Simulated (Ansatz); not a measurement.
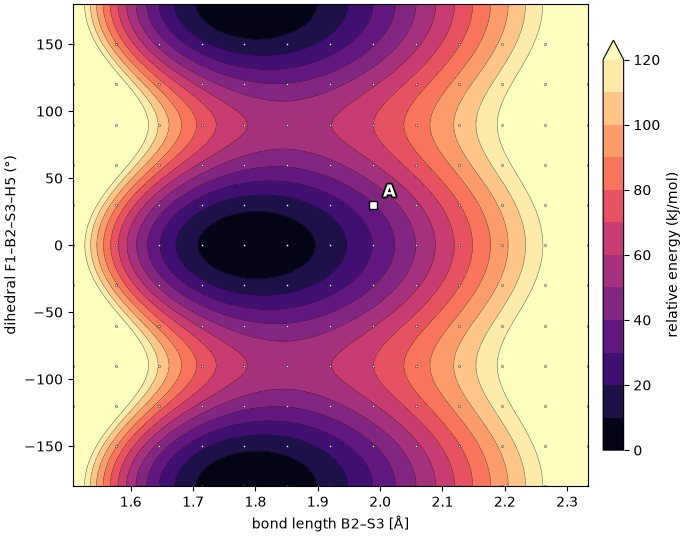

BFH2S, SMILES FBS. 
- First axis: bond length B2–S3. Second axis: dihedral F1–B2–S3–H5.
- Nothing is relaxed (all other coordinates rigid).
- Grid: 13 × 12 points; 91 points were computed and 65 follow by symmetry.
- All energies are given in kJ/mol relative to the relaxed molecule at the same level.
- Method: RKS PBE0-D4/def2-TZVP in Ansatz 0.2.0.

In the figure: filled contours, dots at the grid points, one colour for all values above the top of the scale, the point A. Between grid points the surface is interpolated.

Which way does the force act at A, and how strong is it?

A, at bond length B2–S3 = 1.989 Å, dihedral F1–B2–S3–H5 = 30°, is not a stationary point. The computed force is 250 kJ/mol for each Å towards smaller values of bond length B2–S3 and 0.56 kJ/mol for each degree towards smaller values of dihedral F1–B2–S3–H5.
